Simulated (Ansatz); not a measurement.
**AlBPH (singlet): correlated methods under varied settings**

What do other methods and options give for AlBPH (singlet) at this geometry, and how long do they take?

Method: the settings change from run to run; program: Ansatz 0.2.0, Gaussian basis.

16 further runs of the same task are left out: 7 that didn't finish, 9 set aside as unsound or not needed.

### Step 1. What is computed

The geometry is a PBE0/def2-TZVP stationary point (not a proven minimum).

4 atoms, charge 0, spin multiplicity 1.

Atoms are counted from 1 here; the program's logs count them from 0.

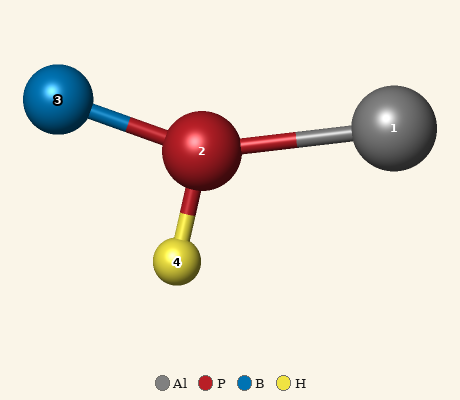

The geometry (aluminium grey, phosphorus red, boron blue, hydrogen yellow); atoms are numbered from 1 in the order of the file.

### Step 2. MP2 on RHF/cc-pVDZ

File in.yaml:

```yaml
crystal:
  periodic: [false, false, false]
  atoms:
    - {symbol: Al, position_ang: [0.000000, -0.095312, 1.749815]}
    - {symbol: P, position_ang: [0.000000, 0.189551, -0.643168]}
    - {symbol: B, position_ang: [0.000000, -0.451689, -2.435182]}
    - {symbol: H, position_ang: [0.000000, 1.571307, -0.957031]}
basis:
  gaussian: {orbitals: cc-pVDZ}
magnetization: {spin_polarized: false}
correlation: {method: mp2, electrons: outside_noble_gas}
```

Launch:

```
$ ansatz run in.yaml --threads 1 --pin off --events-out ev --progress --plain --max-ram 2393MiB
```

Output:

```text
Functional definition: HF
  name "HF"
  cite "Fock, Z. Phys. 61, 126 (1930) doi:10.1007/BF01340294"
  parent pbe
  exchange = exact_x
  correlation = 0
551 factors; integrals over basis functions are off by at most 1.3e-3 eV
mean field evaluation 1: about -16537.8636 eV, gradient 1.3e1 eV
mean field evaluation 2: about -16537.8906 eV, gradient 1.3e1 eV
mean field evaluation 4: about -16538.9237 eV, gradient 2.0e0 eV
mean field evaluation 8: about -16538.9783 eV, gradient 2.0e-1 eV
mean field evaluation 16: about -16526.9254 eV, gradient 2.7e1 eV
mean field evaluation 32: about -16532.5445 eV, gradient 6.2e-3 eV
mean field evaluation 64: about -16538.9792 eV, gradient 2.1e-6 eV
mean field -16538.97921684 eV, -607.7962756959 hartree, gradient 2.1e-6 eV, S^2 0.000000; 5 other end points of the search recorded, 0 dependent functions left out; unrestricted orbitals would lower it
11 core orbitals not correlated: weight in the atoms' cores, before any rotation towards them, 1.000 or more for the frozen orbitals, at most 0.000 for the correlated occupied ones
reference -16538.97921684 eV, -607.7962756959 hartree; 6, 6 occupied and 38, 38 virtual orbitals, 551 factors
second order -6.10911858 eV of doubles, -0.00000000 eV of singles
Total energy: -16545.08833541 eV, -608.0207816627 hartree
```

It took 3.4 s on 1 thread of Intel Xeon at 2.50GHz, shared host.

### Step 3. CCSD(T) on UHF/STO-3G

in.yaml, as its differences from that of step 2:

```diff
@@ -8,4 +8,5 @@
 basis:
-  gaussian: {orbitals: cc-pVDZ}
-magnetization: {spin_polarized: false}
-correlation: {method: mp2, electrons: outside_noble_gas}
+  gaussian: {orbitals: STO-3G}
+magnetization: {spin_polarized: true, initial_magnetization: 0}
+correlation: {method: ccsd_t, electrons: outside_noble_gas}
+accuracy: high
```

The command is unchanged.

Output (excerpt; [...] marks lines left out):

```text
Functional definition: HF
  name "HF"
  cite "Fock, Z. Phys. 61, 126 (1930) doi:10.1007/BF01340294"
  parent pbe
[...]
424 factors; integrals over basis functions are off by at most 1.6e-8 eV
[...]
mean field -16344.98714446 eV, -600.6671985285 hartree, gradient 2.4e-8 eV, S^2 0.478029; 10 other end points of the search recorded, 0 dependent functions left out
determinant -16344.98714446 eV, -600.6671985285 hartree, with singles and doubles -16348.28521249 eV, -600.7884002931 hartree
determinant -16343.03244909 eV, -600.5953647989 hartree, with singles and doubles -16346.81113620 eV, -600.7342289887 hartree
determinant -16342.19952923 eV, -600.5647555585 hartree, with singles and doubles -16345.64573981 eV, -600.6914014615 hartree
determinant -16341.96797259 eV, -600.5562460091 hartree, with singles and doubles -16344.89607411 eV, -600.6638517550 hartree
determinant -16344.76152426 eV, -600.6589071393 hartree, with singles and doubles -16348.43804170 eV, -600.7940166632 hartree
11 core orbitals not correlated: weight in the atoms' cores, before any rotation towards them, 1.000 or more for the frozen orbitals, at most 0.000 for the correlated occupied ones
reference -16344.98714446 eV, -600.6671985285 hartree; 6, 6 occupied and 7, 7 virtual orbitals, 424 factors
second order -2.18743198 eV of doubles, -0.00000000 eV of singles
cycle   1  -3.30669587 eV  change   -8.6e-3 eV  update   1.6e-2
[...]
cycle  30  -3.45112736 eV  change   5.7e-10 eV  update  6.3e-10
perturbative correction -0.12766450 eV, -0.0046915839 hartree
Total energy: -16348.56593632 eV, -600.7987167036 hartree
```

Wall time 4.3 s (1 thread of Intel Xeon at 2.50GHz, shared host).

From the report: ⟨S²⟩ of the determinant 0.478 (pure singlet: 0.00); correlation -3.5788 eV; T1 0.096; largest double amplitude 0.09.

### Step 4. CCSD(T) on RHF/6-31G*

in.yaml, as its differences from that of step 3:

```diff
@@ -8,5 +8,5 @@
 basis:
-  gaussian: {orbitals: STO-3G}
-magnetization: {spin_polarized: true, initial_magnetization: 0}
+  gaussian: {orbitals: "6-31G*"}
+magnetization: {spin_polarized: false}
 correlation: {method: ccsd_t, electrons: outside_noble_gas}
-accuracy: high
+scf: {lower_state_search: light}
```

Same command.

Output (excerpt; [...] marks lines left out):

```text
Functional definition: HF
  name "HF"
  cite "Fock, Z. Phys. 61, 126 (1930) doi:10.1007/BF01340294"
  parent pbe
[...]
503 factors; integrals over basis functions are off by at most 9.4e-4 eV
[...]
mean field -16537.83069163 eV, -607.7540681733 hartree, gradient 2.0e-6 eV, S^2 0.000000; 6 other end points of the search recorded, 0 dependent functions left out; unrestricted orbitals would lower it
[...]
determinant -16537.83069163 eV, -607.7540681733 hartree, with singles and doubles -16544.71386770 eV, -608.0070202280 hartree
determinant -16531.24093053 eV, -607.5118989195 hartree, with singles and doubles -16538.74283210 eV, -607.7875887172 hartree
11 core orbitals not correlated: weight in the atoms' cores, before any rotation towards them, 1.000 or more for the frozen orbitals, at most 0.000 for the correlated occupied ones
reference -16537.83069163 eV, -607.7540681733 hartree; 6, 6 occupied and 38, 38 virtual orbitals, 503 factors
second order -5.59964499 eV of doubles, -0.00000000 eV of singles
cycle   1  -6.88330920 eV  change   -1.3e-4 eV  update   2.6e-3
[...]
cycle   9  -6.88450812 eV  change    7.1e-6 eV  update   5.4e-6
perturbative correction -0.31187091 eV, -0.0114610444 hartree
Total energy: -16545.02707066 eV, -608.0185302245 hartree
```

Run time: 5.5 s. Hardware: 1 thread of Intel Xeon at 2.50GHz, shared host.

From the report: correlation -7.1964 eV; T1 0.028; largest double amplitude 0.08.

### Step 5. CISD/6-31G*

in.yaml, as its differences from that of step 4:

```diff
@@ -9,4 +9,3 @@
   gaussian: {orbitals: "6-31G*"}
-magnetization: {spin_polarized: false}
-correlation: {method: ccsd_t, electrons: outside_noble_gas}
-scf: {lower_state_search: light}
+correlation: {active_space: {ras: {orbitals: [6, 0, 38], electrons: 12, max_holes: 2, max_particles: 2}, fixed_orbitals: true}}
+output: {forces: true}
```

The command is unchanged.

Output (excerpt; [...] marks lines left out):

```text
Functional definition: HF
  name "HF"
  cite "Fock, Z. Phys. 61, 126 (1930) doi:10.1007/BF01340294"
  parent pbe
[...]
503 factors; integrals over basis functions are off by at most 9.4e-4 eV
[...]
mean field -16537.83069163 eV, -607.7540681733 hartree, gradient 2.0e-6 eV, S^2 0.000000; 6 other end points of the search recorded, 0 dependent functions left out
reference -16537.83069163 eV, -607.7540681733 hartree; 17, 17 occupied and 38, 38 virtual orbitals, 503 factors
state -16543.88231947 eV, -607.9764613943 hartree
[...]
Total energy: -16543.88231947 eV, -607.9764613943 hartree
Atom 0 at     0.000000    -0.095312     1.749815 Å, force     0.000000    -0.014860    -0.163394 eV/Å
Atom 1 at     0.000000     0.189551    -0.643168 Å, force     0.000000     0.187428     0.264509 eV/Å
Atom 2 at     0.000000    -0.451689    -2.435182 Å, force    -0.000000    -0.164011    -0.175091 eV/Å
Atom 3 at     0.000000     1.571307    -0.957031 Å, force    -0.000000    -0.008557     0.073976 eV/Å
Dipole moment:     0.000000     0.111521     0.702920 e Å
```

It took 10 s on 1 thread of Intel Xeon at 2.50GHz, shared host.

From the report: 39,423 determinants.

### Step 6. HF/STO-3G

in.yaml, as its differences from that of step 5:

```diff
@@ -8,4 +8,5 @@
 basis:
-  gaussian: {orbitals: "6-31G*"}
-correlation: {active_space: {ras: {orbitals: [6, 0, 38], electrons: 12, max_holes: 2, max_particles: 2}, fixed_orbitals: true}}
-output: {forces: true}
+  gaussian: {orbitals: STO-3G}
+magnetization: {spin_polarized: true, initial_magnetization: 0}
+hamiltonian: {xc: hf}
+output: {forces: true, orbitals: {seedname: orbitals}}
```

Launched as before.

Output (excerpt; [...] marks lines left out):

```text
Functional definition: HF
  name "HF"
  cite "Fock, Z. Phys. 61, 126 (1930) doi:10.1007/BF01340294"
  parent pbe
[...]
265 factors; integrals over basis functions are off by at most 8.9e-5 eV
[...]
mean field -16344.98708981 eV, -600.6671965203 hartree, gradient 2.3e-5 eV, S^2 0.478019; 6 other end points of the search recorded, 0 dependent functions left out
[...]
reference -16344.98708981 eV, -600.6671965203 hartree; 17, 17 occupied and 7, 7 virtual orbitals, 265 factors
Total energy: -16344.98708981 eV, -600.6671965203 hartree
Atom 0 at     0.000000    -0.095312     1.749815 Å, force     0.000000     0.133012    -1.876662 eV/Å
Atom 1 at     0.000000     0.189551    -0.643168 Å, force     0.000000     0.442017    -1.301642 eV/Å
Atom 2 at     0.000000    -0.451689    -2.435182 Å, force    -0.000000     0.582920     2.614482 eV/Å
Atom 3 at     0.000000     1.571307    -0.957031 Å, force    -0.000000    -1.157948     0.563822 eV/Å
Dipole moment:    -0.000000    -0.057031     1.166136 e Å
```

Wall time 1.9 s (1 thread of Intel Xeon at 2.50GHz, shared host).

From the report: ⟨S²⟩ of the determinant 0.478 (pure singlet: 0.00).

### Step 7. CCSD(T)/cc-pVDZ

in.yaml, as its differences from that of step 6:

```diff
@@ -8,5 +8,7 @@
 basis:
-  gaussian: {orbitals: STO-3G}
-magnetization: {spin_polarized: true, initial_magnetization: 0}
-hamiltonian: {xc: hf}
-output: {forces: true, orbitals: {seedname: orbitals}}
+  gaussian: {orbitals: cc-pVDZ}
+magnetization: {spin_polarized: false}
+hamiltonian: {xc: {name: PBE0}}
+correlation: {method: ccsd_t, electrons: outside_noble_gas, diis_vectors: 4}
+accuracy: high
+scf: {omitted_lower_state_checks: [cluster_reference]}
```

Same command.

Output (excerpt; [...] marks lines left out):

```text
Functional definition: PBE0
  name "PBE0"
  cite "Adamo & Barone, J. Chem. Phys. 110, 6158 (1999) doi:10.1063/1.478522"
  cite "Perdew, Burke & Ernzerhof, Phys. Rev. Lett. 77, 3865 (1996) doi:10.1103/PhysRevLett.77.3865"
  parent pbe
[...]
1186 factors; integrals over basis functions are off by at most 3.4e-9 eV
[...]
mean field -16566.61910679 eV, -608.8120229167 hartree, gradient 7.4e-8 eV, S^2 0.000000; 0 other end points of the search recorded, 0 dependent functions left out; unrestricted orbitals would lower it
11 core orbitals not correlated: weight in the atoms' cores, before any rotation towards them, 1.000 or more for the frozen orbitals, at most 0.000 for the correlated occupied ones
reference -16538.54117302 eV, -607.7801778827 hartree; 6, 6 occupied and 38, 38 virtual orbitals, 1186 factors
second order -6.61637302 eV of doubles, -0.23404392 eV of singles
cycle   1  -7.23139739 eV  change   -3.9e-1 eV  update   1.2e-1
[...]
cycle  32  -7.73088802 eV  change  -2.6e-10 eV  update  6.3e-10
perturbative correction -0.38432087 eV, -0.0141235316 hartree
Total energy: -16546.65638192 eV, -608.0784063090 hartree
Checks for a lower state left out: cluster_reference
```

Wall time 13 s (1 thread of Intel Xeon at 2.50GHz, shared host).

From the report: correlation -8.1152 eV; T1 0.016; largest double amplitude 0.07. The orbitals are Kohn-Sham ones, so correlation energy and T1 don't compare with those on Hartree-Fock orbitals.

### Step 8. BCCD on RHF/6-31++G**

File in.yaml:

```yaml
crystal:
  periodic: [false, false, false]
  atoms:
    - {symbol: Al, position_ang: [0.000000, -0.095312, 1.749815]}
    - {symbol: P, position_ang: [0.000000, 0.189551, -0.643168]}
    - {symbol: B, position_ang: [0.000000, -0.451689, -2.435182]}
    - {symbol: H, position_ang: [0.000000, 1.571307, -0.957031]}
basis:
  gaussian: {orbitals: "6-31++G**"}
magnetization: {spin_polarized: false}
hamiltonian: {pseudopotentials: {relativity: scalar}}
correlation: {method: bccd, electrons: outside_noble_gas}
output: {forces: true}
```

The command is unchanged.

Output (excerpt; [...] marks lines left out):

```text
Functional definition: HF
  name "HF"
  cite "Fock, Z. Phys. 61, 126 (1930) doi:10.1007/BF01340294"
  parent pbe
[...]
599 factors; integrals over basis functions are off by at most 7.1e-4 eV
[...]
mean field -16568.95204040 eV, -608.8977566456 hartree, gradient 2.9e-6 eV, S^2 0.000000; 5 other end points of the search recorded, 0 dependent functions left out; unrestricted orbitals would lower it
determinant -16568.95204040 eV, -608.8977566456 hartree, with singles and doubles -16576.09141407 eV, -609.1601237888 hartree
determinant -16562.38050164 eV, -608.6562570504 hartree, with singles and doubles -16570.08315629 eV, -608.9393243878 hartree
determinant -16560.37252955 eV, -608.5824654372 hartree, with singles and doubles -16567.93929173 eV, -608.8605388184 hartree
11 core orbitals not correlated: weight in the atoms' cores, before any rotation towards them, 1.000 or more for the frozen orbitals, at most 0.000 for the correlated occupied ones
reference -16568.95204040 eV, -608.8977566456 hartree; 6, 6 occupied and 54, 54 virtual orbitals, 599 factors
second order -5.87469879 eV of doubles, -0.00000000 eV of singles
cycle   1  -7.09080792 eV  change   -9.2e-2 eV  update   2.5e-2
[...]
cycle  13  -7.09905984 eV  change   -8.1e-7 eV  update   2.4e-6
[...]
Total energy: -16576.05110024 eV, -609.1586422827 hartree
Relativity: scalar
Atom 0 at     0.000000    -0.095312     1.749815 Å, force    -0.000000    -0.023243    -0.093885 eV/Å
Atom 1 at     0.000000     0.189551    -0.643168 Å, force     0.000000     0.267309    -0.020182 eV/Å
Atom 2 at     0.000000    -0.451689    -2.435182 Å, force     0.000000    -0.083101     0.020037 eV/Å
Atom 3 at     0.000000     1.571307    -0.957031 Å, force     0.000000    -0.160965     0.094029 eV/Å
Dipole moment:    -0.000000     0.109013     0.838065 e Å
```

It took 18 s on 1 thread of Intel Xeon at 2.50GHz, shared host.

From the report: correlation -7.0991 eV; largest double amplitude 0.06.

### Step 9. CCSD/cc-pVDZ

File in.yaml:

```yaml
crystal:
  periodic: [false, false, false]
  atoms:
    - {symbol: Al, position_ang: [0.000000, -0.095312, 1.749815]}
    - {symbol: P, position_ang: [0.000000, 0.189551, -0.643168]}
    - {symbol: B, position_ang: [0.000000, -0.451689, -2.435182]}
    - {symbol: H, position_ang: [0.000000, 1.571307, -0.957031]}
basis:
  gaussian: {orbitals: cc-pVDZ}
magnetization: {spin_polarized: true, initial_magnetization: 0}
hamiltonian: {xc: {name: r2SCAN}}
correlation: {method: ccsd, electrons: outside_noble_gas}
```

The command is unchanged.

Output (excerpt; [...] marks lines left out):

```text
Functional definition: r2SCAN
  name "r2SCAN"
  cite "Furness, Kaplan, Ning, Perdew & Sun, J. Phys. Chem. Lett. 11, 8208 (2020) doi:10.1021/acs.jpclett.0c02405"
  cite "Furness, Kaplan, Ning, Perdew & Sun, J. Phys. Chem. Lett. 11, 9248 (2020) doi:10.1021/acs.jpclett.0c03077"
  parent r2scan
[...]
551 factors; integrals over basis functions are off by at most 1.3e-3 eV
[...]
mean field -16572.19582742 eV, -609.0169636200 hartree, gradient 6.7e-6 eV, S^2 0.288480; 10 other end points of the search recorded, 0 dependent functions left out
11 core orbitals not correlated: weight in the atoms' cores, before any rotation towards them, 1.000 or more for the frozen orbitals, at most 0.000 for the correlated occupied ones
reference -16538.54037702 eV, -607.7801486301 hartree; 6, 6 occupied and 38, 38 virtual orbitals, 551 factors
second order -6.49241273 eV of doubles, -0.31847162 eV of singles
cycle   1  -7.08852697 eV  change   -2.8e-1 eV  update   1.2e-1
[...]
cycle  17  -7.71863512 eV  change    7.9e-6 eV  update   8.3e-6
Total energy: -16546.25901214 eV, -608.0638032389 hartree
```

It took 32 s on 1 thread of Intel Xeon at 2.50GHz, shared host.

From the report: ⟨S²⟩ of the determinant 0.288 (pure singlet: 0.00); correlation -7.7186 eV; T1 0.067; largest double amplitude 0.07. The orbitals are Kohn-Sham ones, so correlation energy and T1 don't compare with those on Hartree-Fock orbitals.

### Step 10. BCCD/6-31G

in.yaml, as its differences from that of step 9:

```diff
@@ -8,5 +8,7 @@
 basis:
-  gaussian: {orbitals: cc-pVDZ}
+  gaussian: {orbitals: 6-31G}
 magnetization: {spin_polarized: true, initial_magnetization: 0}
-hamiltonian: {xc: {name: r2SCAN}}
-correlation: {method: ccsd, electrons: outside_noble_gas}
+hamiltonian: {xc: {name: B3LYP}}
+correlation: {method: bccd, electrons: outside_noble_gas, diis_vectors: 1}
+accuracy: high
+output: {forces: true}
```

Same command.

Output (excerpt; [...] marks lines left out):

```text
Functional definition: B3LYP
  name "B3LYP"
  cite "Stephens, Devlin, Chabalowski & Frisch, J. Phys. Chem. 98, 11623 (1994) doi:10.1021/j100096a001"
  cite "Becke, Phys. Rev. A 38, 3098 (1988) doi:10.1103/PhysRevA.38.3098"
  cite "Lee, Yang & Parr, Phys. Rev. B 37, 785 (1988) doi:10.1103/PhysRevB.37.785"
  cite "Vosko, Wilk & Nusair, Can. J. Phys. 58, 1200 (1980) doi:10.1139/p80-159"
[...]
830 factors; integrals over basis functions are off by at most 4.6e-9 eV
[...]
mean field -16573.51726950 eV, -609.0655257207 hartree, gradient 5.7e-8 eV, S^2 0.000000; 6 other end points of the search recorded, 0 dependent functions left out
11 core orbitals not correlated: weight in the atoms' cores, before any rotation towards them, 1.000 or more for the frozen orbitals, at most 0.000 for the correlated occupied ones
reference -16536.26412049 eV, -607.6964977458 hartree; 6, 6 occupied and 20, 20 virtual orbitals, 830 factors
second order -3.71853637 eV of doubles, -0.26405731 eV of singles
cycle   1  -4.34969557 eV  change   -3.8e-1 eV  update   1.1e-1
[...]
cycle  55  -4.82076077 eV  change  -1.2e-10 eV  update   1.2e-9
[...]
Total energy: -16541.08488126 eV, -607.8736574363 hartree
Atom 0 at     0.000000    -0.095312     1.749815 Å, force     0.000000    -0.132431     0.599258 eV/Å
Atom 1 at     0.000000     0.189551    -0.643168 Å, force    -0.000000    -0.076256     0.499521 eV/Å
Atom 2 at     0.000000    -0.451689    -2.435182 Å, force    -0.000000    -0.532846    -1.035185 eV/Å
Atom 3 at     0.000000     1.571307    -0.957031 Å, force    -0.000000     0.741532    -0.063594 eV/Å
Dipole moment:     0.000000     0.106425     0.691947 e Å
```

Run time: 38 s. Hardware: 1 thread of Intel Xeon at 2.50GHz, shared host.

From the report: ⟨S²⟩ of the determinant 0.000 (pure singlet: 0.00); correlation -4.8208 eV; largest double amplitude 0.08.

### Step 11. All runs side by side

Where basis and cores are those of an earlier RCCSDT(Q)/cc-pVDZ run (-16546.8009 eV), and the state is the same kind, the miss against it is given.

| level | correlated | functions | energy (eV) | from RCCSDT(Q) (meV) | time |
| --- | --- | --- | --- | --- | --- |
| MP2 on RHF/cc-pVDZ | outside noble gas | 55 | -16545.0883 | 1712.5 | 3.4 s |
| CCSD(T) on UHF/STO-3G | outside noble gas | 24 | -16348.5659 |  | 4.3 s |
| CCSD(T) on RHF/6-31G* | outside noble gas | 55 | -16545.0271 |  | 5.5 s |
| CISD/6-31G* | outside noble gas | 55 | -16543.8823 |  | 10 s |
| HF/STO-3G |  | 24 | -16344.9871 |  | 1.9 s |
| CCSD(T)/cc-pVDZ (on PBE0 orbitals) | outside noble gas | 55 | -16546.6564 | 144.5 | 13 s |
| BCCD on RHF/6-31++G** (relativity set) | outside noble gas | 71 | -16576.0511 |  | 18 s |
| CCSD/cc-pVDZ (on r2SCAN orbitals) | outside noble gas | 55 | -16546.2590 | 541.9 | 32 s |
| BCCD/6-31G (on B3LYP orbitals) | outside noble gas | 37 | -16541.0849 |  | 38 s |

### Step 12. Outcome

| quantity | value |
| --- | --- |
| runs | 9 |
| quickest | HF/STO-3G, 1.9 s |
| slowest | BCCD/6-31G (on B3LYP orbitals), 38 s |

What this shows: Total energies in different bases, with other cores or another treatment of relativity can't be set against each other. BCCD/6-31G (on B3LYP orbitals) took 20 times as long as HF/STO-3G; the jobs differ in more than the method. Among the correlated runs with a miss given, it spans +144 to +1713 meV. Cores frozen from Kohn-Sham orbitals shift the total energy.
